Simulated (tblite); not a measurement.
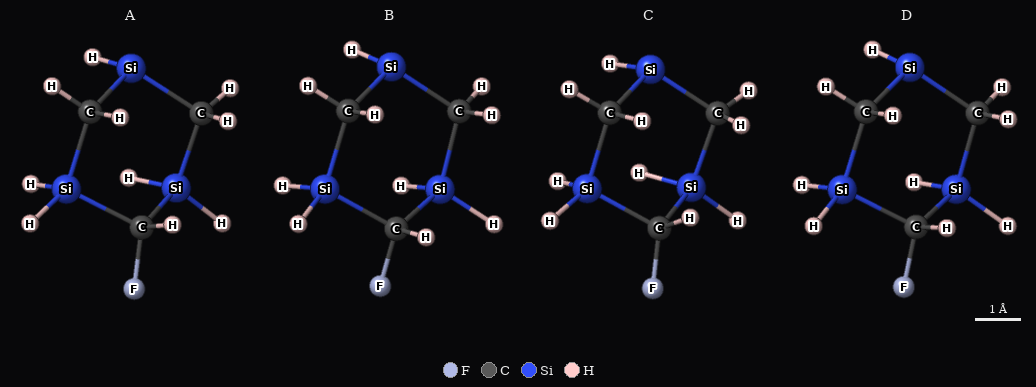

4 geometries from one relaxation of C3H10FSi3 (multiplicity 2), in shuffled order. Style: ball-and-stick. Shown from a free direction.

All numbers below come from tblite 0.8.0, GFN2-xTB geometry optimisation, gas phase. 

Put them in the order of the run, from the start to the converged end.

Answer. C, A, D, B. They are steps 0, 11, 21, 71, at +59.5 kJ/mol, +13.1 kJ/mol, +2.80 kJ/mol relative to the last. An H atom moves most after the best rigid fit: 0.65 Å. By element the largest moves are H 0.65 Å, F 0.46 Å, Si 0.18 Å, C 0.13 Å. Among the contacts that change: C–Si 1.849 → 1.905 Å, C–Si 1.870 → 1.916 Å, C–H 1.137 → 1.096 Å, C–F 1.368 → 1.405 Å. Bond angles that change, for instance: Si–C–Si 104.8° → 116.1°, F–C–H 112.9° → 104.3°, Si–C–H 115.4° → 109.3°. Over 71 geometry steps the energy falls by 59.5 kJ/mol.
